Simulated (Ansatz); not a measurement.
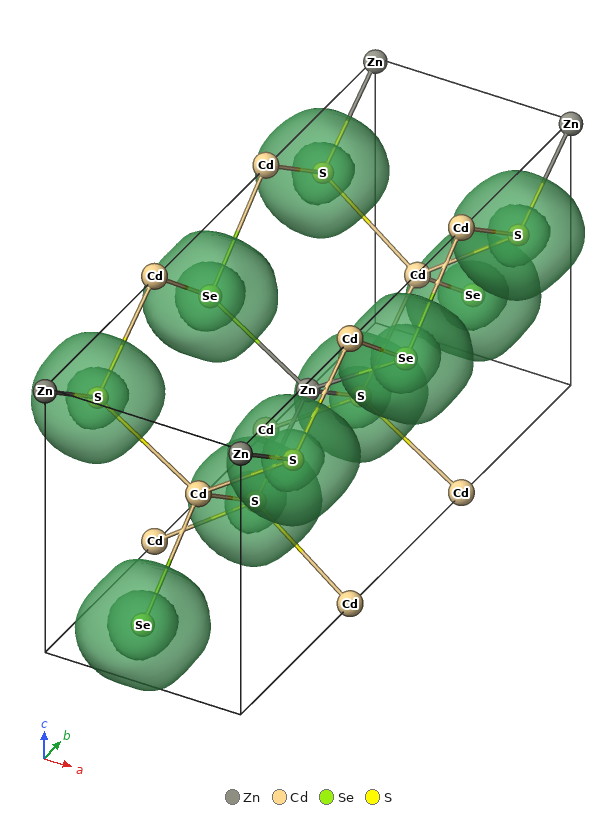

Figure. ZnCd2SeS2. Isosurface of the ELF at 0.7 (green), seen at an oblique angle. Only the valence region is drawn (cores and ρ < 0.01 e/Å³ removed). Sticks mark near contacts.

Space group Imm2; a generated structure, not necessarily the stable one; changed on purpose from its base cell (volume × 0.91, shape and atoms relaxed); computed pressure about 6 GPa in this cell.

The calculation used Ansatz, DFT PBE, scalar-relativistic, plane waves, PAW.

```
Zn Cd Se S
1.0
     4.00258    0.00000    0.00000
     0.00000   11.96972    0.00000
     0.00000    0.00000    5.71930
Zn Cd Se S
2 4 2 4
Direct
  0.50000 0.50000 0.48560
  0.00000 0.00000 0.98560
  0.00000 0.33154 0.00686
  0.50000 0.83154 0.50686
  0.00000 0.66846 0.00686
  0.50000 0.16846 0.50686
  0.50000 0.00000 0.22229
  0.00000 0.50000 0.72229
  0.50000 0.34096 0.26420
  0.00000 0.84096 0.76420
  0.50000 0.65904 0.26420
  0.00000 0.15904 0.76420
```

What do the ELF domains correspond to?

The surface consists of four regions wrapped around S (the valence shell of each) and two regions wrapped around Se (the valence shell of each), counted in one cell of 12 atoms. Any copies at cell faces, edges or corners count once. Along the contacts the grid gives the following. Zn–S (2.29 Å): the ELF peaks at about 0.90 in the valence shell of S, 0.8 Å from its nucleus, and is about 0.55 at the midpoint. Zn–Se (2.42 Å): the ELF is about 0.60 at the midpoint.
